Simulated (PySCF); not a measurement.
The calculation's input:

```
{"job": {"kind": "nmr", "xc": "PBE0", "basis": "pcSseg-1", "pop": false}, "charge": 0, "multiplicity": 1}
N     -2.063000     1.505600     1.806800
C     -1.937100     0.752500     0.957600
C     -1.758200    -0.186600    -0.119500
C     -0.326300    -0.101400    -0.646100
O     -0.057200     0.082100    -1.799400
O      0.567600    -0.257400     0.304100
Si     2.218600    -0.164800     0.053600
H     -1.932700    -1.197600     0.259900
H     -2.457600     0.030800    -0.929900
H      2.621300    -0.270900     1.446400
H      2.526100     1.108600    -0.581800
H      2.599700    -1.301500    -0.777700
```

Run with:

```sh
OMP_NUM_THREADS=1 python probes_run.py task.json out
```

Geometry: GFN2-xTB, NEB image 0 of 0 to 8.

The calculation used PBE0/pcSseg-1, SCF density, gas phase, non-relativistic (PySCF 2.14.0).

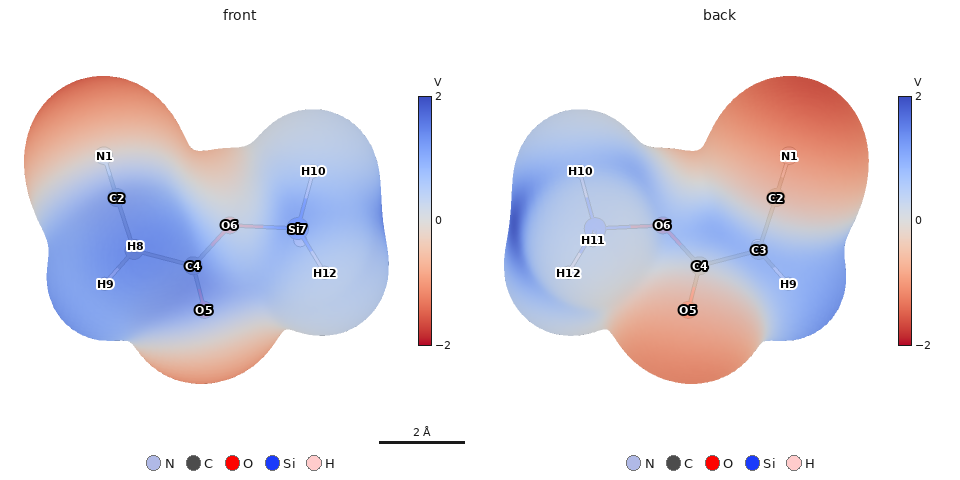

C3H5NO2Si (SMILES N#CCC(=O)O[SiH3]). The molecular electrostatic potential painted on the density surface at 0.001 e/bohr³, seen from the front and from behind; the colour scale runs from red (negative) to blue (positive).

> Where is the surface potential most negative and most positive?

The most negative region (about −1.6 V) lies over N1, the most positive (about +1.7 V) over Si7. N1 is the likeliest acceptor of a hydrogen bond.

> What dipole moment does the calculation give?

Its dipole moment is 3.09 D.
